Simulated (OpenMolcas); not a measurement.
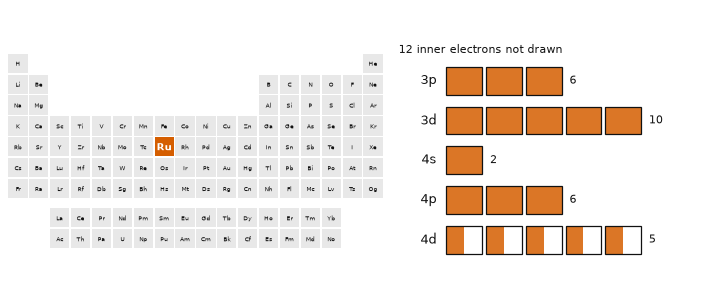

Left, the place of ruthenium in the periodic table; right, the outer shells of the leading configuration of the lowest level: a box for each of the 2l + 1 orbitals, shaded by the share of the shell that is filled, with the electron count at the right.

## Multiconfigurational calculation for Ru³⁺ complex (part 1 of 2)

System: Ru³⁺ with 6 ligands (F and Cl; tetragonal octahedron, 1.99 Å), neutralised by 6 outer point charges of +0.5 e, whose field is part of the energies.
Method: state-averaged CASSCF, active space 5 electrons in the shell 4d, basis ANO-RCC-VDZP on the metal and ANO-RCC-VDZP on the ligands, DKH2 scalar Hamiltonian, spin-orbit coupling by RASSI with atomic mean-field integrals (OpenMolcas).

## Key numbers

- outcome: converged
- energy of the lowest spin-free term: −5848.31363 hartree
- energy of the lowest spin-orbit level: −5848.31846 hartree
- largest spread among components of a term: 0.0 cm⁻¹
- hardware: 1 thread of Arm Neoverse V2, 24 GiB of memory available, shared host
- wall time: 39 s
- peak memory: 0.38 GiB

## Remarks

Without dynamic correlation the splittings between terms come out too large, often by 20 to 50 %. Caveats: small active space favours high spin, ground spin may be wrong; covalent bonds, ligand orbitals missing from the active space; distances are set from ionic radii, not optimised.

## Input file
```
&GATEWAY
Coord
7

Ru 0.0 0.0 0.0
F 1.990000 0.000000 0.000000
F 0.000000 1.990000 0.000000
F -1.990000 0.000000 0.000000
F 0.000000 -1.990000 0.000000
Cl 0.000000 0.000000 2.439740
Cl 0.000000 0.000000 -2.439740
Basis=Ru.ANO-RCC-VDZP,Cl.ANO-RCC-VDZP,F.ANO-RCC-VDZP
Group=XYZ
NoMove
AngMom=0.0 0.0 0.0
AMFI
RICD
XField
3 Angstrom 0
5.190000 0.000000 0.000000 0.500000
0.000000 5.190000 0.000000 0.500000
0.000000 0.000000 5.639740 0.500000
&SEWARD
&RASSCF
FileOrb=start.orb
Symmetry=1
Spin=6
nActEl=5 0 0
Inactive=28 28
Ras2=5 0
CIRoot=1 1 1
SDav=1
CIMx=300
Iter=150 100
PrWF=0.3
OrbListing=Nothing
MaxOrb=0
LevShft=1.0
>>> COPY $Project.JobIph JOB001
&RASSCF
FileOrb=start.orb
Symmetry=1
Spin=4
nActEl=5 0 0
Inactive=28 28
Ras2=5 0
CIRoot=24 24 1
SDav=24
CIMx=300
Iter=150 100
PrWF=0.3
OrbListing=Nothing
MaxOrb=0
LevShft=1.0
>>> COPY $Project.JobIph JOB002
&RASSCF
FileOrb=start.orb
Symmetry=1
Spin=2
nActEl=5 0 0
Inactive=28 28
Ras2=5 0
CIRoot=75 75 1
SDav=75
CIMx=300
Iter=150 100
PrWF=0.3
OrbListing=Nothing
MaxOrb=0
LevShft=1.0
>>> COPY $Project.JobIph JOB003
&RASSI
NrOfJobIphs=3 1 24 75
1
1 2 3 4 5 6 7 8 9 10 11 12 13 14 15 16 17 18 19 20 21 22 23 24
1 2 3 4 5 6 7 8 9 10 11 12 13 14 15 16 17 18 19 20 21 22 23 24 25 26 27
28 29 30 31 32 33 34 35 36 37 38 39 40 41 42 43 44 45 46 47 48 49 50 51
52 53 54 55 56 57 58 59 60 61 62 63 64 65 66 67 68 69 70 71 72 73 74 75
IphNames
JOB001
JOB002
JOB003
EJob
SpinOrbit
DIPRint=1.0
SOCoupling=1000.0
Subsets=2
Property=9
'ANGMOM' 1 'ANGMOM' 2 'ANGMOM' 3 'MLTPL  1' 1 'MLTPL  1' 2 'MLTPL  1' 3
'AMFI' 1 'AMFI' 2 'AMFI' 3
SOProperty=3
'ANGMOM' 1 'ANGMOM' 2 'ANGMOM' 3
```

The file start.orb holds starting orbitals from an earlier step. A driver script formed the levels outside the program, from RASSI's spin-orbit matrix and the active-space energies, averaged over the components of each term or state.

Command:
```bash
OMP_NUM_THREADS=1 MOLCAS_MEM=2457 MOLCAS_PROJECT=a pymolcas a.inp > a.log  # once for each step of the input, in one work folder
```

## Output (extracts)
```
--- SEWARD ---
Basis set label: RU.ANO-RCC...6S5P3D1F.

      Electronic valence basis set:
      ------------------
      Associated Effective Charge  44.000000 au
      Associated Actual Charge     44.000000 au
      Nuclear Model: Point charge

      Shell  nPrim  nBasis  Cartesian Spherical Contaminant
         s      21       6        X
         p      18       5        X
         d      13       3                 X
         f       6       1                 X
                  Relativistic Douglas-Kroll-Hess integrals:
                    - DKH order of Hamiltonian: 2
                    - DKH order of Properties : 0
                  Atomic mean-field integrals
--- RASSCF ---
Wave function specifications:
      -----------------------------

      Number of closed shell electrons         112
      Number of electrons in active shells       5
      Max number of holes in RAS1 space          0
      Max nr of electrons in RAS3 space          0
      Number of inactive orbitals               56
      Number of active orbitals                  5
      Number of secondary orbitals              74
      Spin quantum number                      2.5
      State symmetry                             1
Orbital specifications:
      -----------------------

      Symmetry species                           1   2
                                                ag  au
      Frozen orbitals                            0   0
      Inactive orbitals                         28  28
      Active orbitals                            5   0
      RAS1 orbitals                              0   0
      RAS2 orbitals                              5   0
      RAS3 orbitals                              0   0
      Secondary orbitals                        34  40
      Deleted orbitals                           0   0
      Number of basis functions                 67  68
      Number of CSFs                             1
      Number of root(s) required                 1
      Iter CI   SX   CI       RASSCF       Energy    max ROT     max BLB   max BLB  Level Ln srch  Step   QN
          iter iter root      energy       change     param      element    value   shift minimum  type update
 Nr of preliminary CI iterations:   1
      Total energies have been shifted. Add                -5000.00 au
        1   1   10    1  -847.45403235    0.00E+00  -8.53E-02   13  44 2 -3.26E-01*  1.12   0.00    SX    NO
        2   1   10    1  -848.18450873   -7.30E-01* -6.79E-02   33  39 1  8.10E-02*  0.91   0.00    SX    NO
        3   1   10    1  -848.28561792   -1.01E-01*  3.87E-02   28  31 1  4.44E-02*  0.82   0.00    SX    NO
        4   1   10    1  -848.30377040   -1.82E-02*  2.14E-02   28  31 1  2.46E-02*  0.79   0.00    SX    NO
        5   1    9    1  -848.30852248   -4.75E-03*  2.31E-02   28  31 1  1.44E-02*  0.78   2.19    LS   YES
        6   1    9    1  -848.31049942   -1.98E-03* -5.83E-03   31  37 1 -6.94E-03*  0.77   1.11    QN   YES
        7   1    9    1  -848.31083383   -3.34E-04* -3.79E-03   28  34 1 -3.33E-03*  0.77   1.66    LS   YES
        8   1    9    1  -848.31089666   -6.28E-05*  1.29E-03    7  39 2 -2.59E-03*  0.77   1.02    QN   YES
        9   1    8    1  -848.31093474   -3.81E-05*  1.25E-03   28  34 1 -1.22E-03*  0.77   1.40    QN   YES
       10   1    7    1  -848.31094503   -1.03E-05*  6.95E-04   28  34 1 -5.36E-04*  0.77   1.29    QN   YES
       11   1    7    1  -848.31094698   -1.94E-06*  2.99E-04   28  40 1 -2.40E-04*  0.77   1.39    QN   YES
       12   1    6    1  -848.31094740   -4.24E-07* -1.15E-04   28  40 1 -1.06E-04*  0.77   1.28    QN   YES
       13   1    6    1  -848.31094747   -7.22E-08* -7.26E-05   28  40 1 -5.03E-05   0.77   1.41    QN   YES
       14   1    5    1  -848.31094749   -1.85E-08* -2.87E-05   28  40 1 -1.84E-05   0.77   1.33    QN   YES
       15   1    5    1  -848.31094750   -3.71E-09  -7.83E-06   22  59 1 -9.79E-06   0.77   1.35    QN   YES
      Convergence after 15 iterations
       16   1    5    1  -848.31094750   -7.02E-10  -7.83E-06   12  40 1  3.58E-06   0.77   1.35    QN   YES
      Natural orbitals and occupation numbers for root  1
      sym 1:   1.000000   1.000000   1.000000   1.000000   1.000000
::    RASSCF root number  1 Total energy:  -5848.31094750
--- RASSCF ---
Wave function specifications:
      -----------------------------

      Number of closed shell electrons         112
      Number of electrons in active shells       5
      Max number of holes in RAS1 space          0
      Max nr of electrons in RAS3 space          0
      Number of inactive orbitals               56
      Number of active orbitals                  5
      Number of secondary orbitals              74
      Spin quantum number                      1.5
      State symmetry                             1
Orbital specifications:
      -----------------------

      Symmetry species                           1   2
                                                ag  au
      Frozen orbitals                            0   0
      Inactive orbitals                         28  28
      Active orbitals                            5   0
      RAS1 orbitals                              0   0
      RAS2 orbitals                              5   0
      RAS3 orbitals                              0   0
      Secondary orbitals                        34  40
      Deleted orbitals                           0   0
      Number of basis functions                 67  68
      Number of CSFs                            24
      Number of root(s) required                24
      Iter CI   SX   CI       RASSCF       Energy    max ROT     max BLB   max BLB  Level Ln srch  Step   QN
          iter iter root      energy       change     param      element    value   shift minimum  type update
 Nr of preliminary CI iterations:   1
      Total energies have been shifted. Add                -5000.00 au
        1   1   11    0  -848.17217766    0.00E+00  -1.07E-02   29  35 1 -1.59E-02*  0.76   0.00    SX    NO
        2   1   10    0  -848.17385572   -1.68E-03* -6.96E-03   20  33 1 -8.78E-03*  0.76   0.00    SX    NO
        3   1   10    0  -848.17439910   -5.43E-04* -4.28E-03   20  33 1 -4.85E-03*  0.76   0.00    SX    NO
        4   1   10    0  -848.17459442   -1.95E-04* -2.78E-03   26  31 1  3.15E-03*  0.76   0.00    SX    NO
        5   1    9    0  -848.17466716   -7.27E-05* -4.10E-03   26  31 1  2.01E-03*  0.76   2.50    LS   YES
        6   1    8    0  -848.17471109   -4.39E-05* -5.59E-04   26  31 1  3.44E-04*  0.76   1.08    QN   YES
        7   1    8    0  -848.17471229   -1.19E-06* -3.65E-04   20  33 1  1.85E-04*  0.76   1.58    QN   YES
        8   1    7    0  -848.17471273   -4.43E-07* -1.37E-04   20  33 1  9.31E-05   0.76   1.21    QN   YES
        9   1    6    0  -848.17471278   -4.74E-08* -4.44E-05   15  39 2 -2.75E-05   0.76   1.28    QN   YES
       10   1    5    0  -848.17471279   -7.54E-09  -1.42E-05   26  40 1 -1.36E-05   0.76   1.30    QN   YES
      Convergence after 10 iterations
       11   1    5    0  -848.17471279   -1.45E-09  -1.42E-05   26  40 1 -6.63E-06   0.76   1.30    QN   YES
      Natural orbitals and occupation numbers for root  1
      sym 1:   1.006525   0.993477   1.000942   1.978702   0.020355
      Natural orbitals and occupation numbers for root  2
      sym 1:   1.006525   1.978702   0.993477   1.000942   0.020355
      Natural orbitals and occupation numbers for root  3
      sym 1:   1.984902   1.000000   1.000000   1.000000   0.015098
::    RASSCF root number  1 Total energy:  -5848.29516761
::    RASSCF root number  2 Total energy:  -5848.29516761
::    RASSCF root number  3 Total energy:  -5848.29495526
::    RASSCF root number  4 Total energy:  -5848.25292486
::    RASSCF root number  5 Total energy:  -5848.25292486
::    RASSCF root number  6 Total energy:  -5848.22671231
::    RASSCF root number  7 Total energy:  -5848.22219966
::    RASSCF root number  8 Total energy:  -5848.20636587
::    RASSCF root number  9 Total energy:  -5848.20354799
::    RASSCF root number 10 Total energy:  -5848.19549371
::    RASSCF root number 11 Total energy:  -5848.19549371
::    RASSCF root number 12 Total energy:  -5848.18743565
::    RASSCF root number 13 Total energy:  -5848.18655345
::    RASSCF root number 14 Total energy:  -5848.18114085
::    RASSCF root number 15 Total energy:  -5848.14187408
::    RASSCF root number 16 Total energy:  -5848.14052642
::    RASSCF root number 17 Total energy:  -5848.14052642
::    RASSCF root number 18 Total energy:  -5848.10519473
::    RASSCF root number 19 Total energy:  -5848.10519473
::    RASSCF root number 20 Total energy:  -5848.10436864
::    RASSCF root number 21 Total energy:  -5848.10298332
::    RASSCF root number 22 Total energy:  -5848.07903338
::    RASSCF root number 23 Total energy:  -5848.03866088
::    RASSCF root number 24 Total energy:  -5848.03866088
--- RASSCF ---
Wave function specifications:
      -----------------------------

      Number of closed shell electrons         112
      Number of electrons in active shells       5
      Max number of holes in RAS1 space          0
      Max nr of electrons in RAS3 space          0
      Number of inactive orbitals               56
      Number of active orbitals                  5
      Number of secondary orbitals              74
      Spin quantum number                      0.5
      State symmetry                             1
Orbital specifications:
      -----------------------

      Symmetry species                           1   2
                                                ag  au
      Frozen orbitals                            0   0
      Inactive orbitals                         28  28
      Active orbitals                            5   0
      RAS1 orbitals                              0   0
      RAS2 orbitals                              5   0
      RAS3 orbitals                              0   0
      Secondary orbitals                        34  40
      Deleted orbitals                           0   0
      Number of basis functions                 67  68
      Number of CSFs                            75
      Number of root(s) required                75
      Iter CI   SX   CI       RASSCF       Energy    max ROT     max BLB   max BLB  Level Ln srch  Step   QN
          iter iter root      energy       change     param      element    value   shift minimum  type update
 Nr of preliminary CI iterations:   1
      Total energies have been shifted. Add                -5000.00 au
        1   1   10    0  -848.09453688    0.00E+00  -6.09E-03   32  38 1 -8.03E-03*  0.74   0.00    SX    NO
        2   1    9    0  -848.09517482   -6.38E-04*  3.78E-03   20  33 1 -4.69E-03*  0.74   0.00    SX    NO
        3   1    9    0  -848.09538900   -2.14E-04* -2.18E-03   20  33 1 -2.53E-03*  0.74   0.00    SX    NO
        4   1    9    0  -848.09546793   -7.89E-05* -1.40E-03   26  31 1  1.55E-03*  0.74   0.00    SX    NO
        5   1    8    0  -848.09549810   -3.02E-05* -2.07E-03   26  31 1  9.78E-04*  0.74   2.50    LS   YES
        6   1    8    0  -848.09551704   -1.89E-05* -2.79E-04   21  34 1 -2.38E-04*  0.74   1.11    QN   YES
        7   1    7    0  -848.09551773   -6.90E-07*  1.89E-04   20  33 1  1.54E-04*  0.74   1.52    QN   YES
        8   1    6    0  -848.09551798   -2.53E-07* -1.25E-04   20  33 1  7.48E-05   0.74   1.30    QN   YES
        9   1    6    0  -848.09551802   -4.19E-08* -3.27E-05   14  41 2 -2.11E-05   0.74   1.26    QN   YES
       10   1    5    0  -848.09551803   -6.49E-09  -1.76E-05   22  38 2 -1.00E-05   0.74   1.38    QN   YES
      Convergence after 10 iterations
       11   1    5    0  -848.09551803   -1.68E-09  -1.76E-05   20  33 1 -6.80E-06   0.74   1.38    QN   YES
      Natural orbitals and occupation numbers for root  1
      sym 1:   1.964334   1.020389   0.018190   1.964334   0.032753
      Natural orbitals and occupation numbers for root  2
      sym 1:   1.061938   1.918212   0.088815   1.920797   0.010238
      Natural orbitals and occupation numbers for root  3
      sym 1:   1.920797   1.918212   0.088815   1.061938   0.010238
::    RASSCF root number  1 Total energy:  -5848.31362871
::    RASSCF root number  2 Total energy:  -5848.29844262
::    RASSCF root number  3 Total energy:  -5848.29844262
::    RASSCF root number  4 Total energy:  -5848.24494353
::    RASSCF root number  5 Total energy:  -5848.24171054
::    RASSCF root number  6 Total energy:  -5848.24171054
::    RASSCF root number  7 Total energy:  -5848.23562216
::    RASSCF root number  8 Total energy:  -5848.23429274
::    RASSCF root number  9 Total energy:  -5848.22697417
::    RASSCF root number 10 Total energy:  -5848.22697417
::    RASSCF root number 11 Total energy:  -5848.22572610
::    RASSCF root number 12 Total energy:  -5848.21250026
::    RASSCF root number 13 Total energy:  -5848.19784744
::    RASSCF root number 14 Total energy:  -5848.19784744
::    RASSCF root number 15 Total energy:  -5848.18742283
::    RASSCF root number 16 Total energy:  -5848.18112154
::    RASSCF root number 17 Total energy:  -5848.18112154
::    RASSCF root number 18 Total energy:  -5848.16716911
::    RASSCF root number 19 Total energy:  -5848.16716911
::    RASSCF root number 20 Total energy:  -5848.16570080
::    RASSCF root number 21 Total energy:  -5848.16493399
::    RASSCF root number 22 Total energy:  -5848.15773712
::    RASSCF root number 23 Total energy:  -5848.15608505
::    RASSCF root number 24 Total energy:  -5848.15235947
::    RASSCF root number 25 Total energy:  -5848.15199998
::    RASSCF root number 26 Total energy:  -5848.14694662
::    RASSCF root number 27 Total energy:  -5848.14508392
::    RASSCF root number 28 Total energy:  -5848.13832003
::    RASSCF root number 29 Total energy:  -5848.13494064
::    RASSCF root number 30 Total energy:  -5848.13494064
```

(Continued in part 2.)
